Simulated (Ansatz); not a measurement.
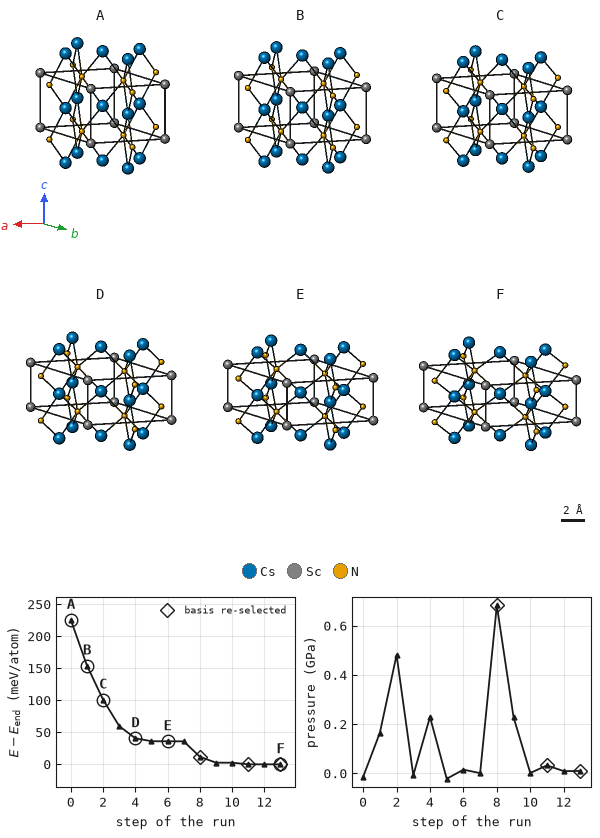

Frames of a relaxation of solid Cs3ScN2 (a generated structure, set up in P6/mmm), marked on the history of the run. The picture is a ball-and-stick view of the cell of the calculation, seen from a free direction.

All numbers below come from DFT PBE, scalar-relativistic, plane waves, PAW in Ansatz.

Input
```yaml
crystal:
  lattice:
    - [6.74727887, 0.0, 0.0]
    - [-3.37363944, 5.84331491, 0.0]
    - [0.0, 0.0, 5.07050319]
  atoms:
    - { symbol: Cs, position: [0.5, 0.0, 0.5] }
    - { symbol: Cs, position: [0.5, 0.5, 0.5] }
    - { symbol: Cs, position: [0.0, 0.5, 0.5] }
    - { symbol: Sc, position: [0.0, 0.0, 0.0], spin: -1.1 }
    - { symbol: "N", position: [0.66666667, 0.33333333, 0.0], spin: 1.59 }
    - { symbol: "N", position: [0.33333333, 0.66666667, 0.0], spin: 1.59 }
basis:
  ecutwfc: 420
kpoints:
  mp_grid: { grid: [6, 6, 8] }
hamiltonian:
  xc: pbe
scf:
  occupations: { method: gaussian, width: 0.1 }
output:
  forces: true
  stress: true
  eigenvalues: true
  populations: true
  write_density: true
  write_potential: true
  elf: true
  volumetric_format: npy
magnetization:
  spin_polarized: true
relax:
  adjacent_minimum: "off"
  f_tol: 0.01
  max_steps: 80
  cell: { stress_tol: 0.05 }
```

Command:
```bash
ansatz run input.yaml --threads 1 --pin off --max-ram 2048MiB --backend cpu --events-out ev --progress --plain --runs-dir out
```

Q: Describe the path.

A: The atoms keep their places relative to the cell (all moves are under 0.005 Å). The volume changes by +13.8 %, with a = b 6.747 → 8.262 Å (+22.4 %), c 5.071 → 3.849 Å (−24.1 %). Among the contacts that change: Cs1–Cs2 3.374 → 4.131 Å, Cs1–N5 3.197 → 3.065 Å. Bond angles that change, for instance: N5–Cs2–N6 75.1° → 102.2°, N5–Cs2–N5 104.9° → 77.8°, Cs1–N6–Cs1 104.9° → 77.8°. The space group stays P6/mmm (No. 191). The energy falls by 226 meV per atom in 10 accepted moves (13 points after the start). All forces vanish by symmetry, so only the cell relaxes. The pressure goes from −0.01 to 0.01 GPa. The SCF was repeated 3 times at an unchanged geometry on a basis and grid sized afresh for the cell, which shifted the energy by 24.1 meV per atom at most. From step 0 to 1: volume −0.6 %, energy −71.4 meV per atom. From step 1 to 2: volume −0.4 %, energy −53.3 meV per atom. From step 2 to 4: volume +5.1 %, energy −60.3 meV per atom. From step 4 to 6: volume +2.1 %, energy −4.8 meV per atom. From step 6 to 13: volume +7.1 %, energy −36.0 meV per atom.

| step | E − E(0), meV/atom | pressure, GPa | volume, Å³/atom | note |
| --- | --- | --- | --- | --- |
| 0 | 0.00 | -0.01 | 33.319 |  |
| 1 | -71.43 | 0.17 | 33.134 |  |
| 2 | -124.73 | 0.48 | 33.002 |  |
| 3 | -165.99 | -0.01 | 34.665 |  |
| 4 | -185.01 | 0.23 | 34.673 |  |
| 5 | -189.65 | -0.02 | 35.436 |  |
| 6 | -189.79 | 0.02 | 35.416 |  |
| 7 | -189.81 | 0.00 | 35.430 |  |
| 8 | -213.86 | 0.68 | 35.430 | same geometry, new basis |
| 9 | -223.18 | 0.23 | 37.091 |  |
| 10 | -223.19 | 0.00 | 37.799 |  |
| 11 | -225.75 | 0.03 | 37.799 | same geometry, new basis |
| 12 | -225.73 | 0.01 | 37.918 |  |
| 13 | -225.80 | 0.01 | 37.918 | same geometry, new basis |
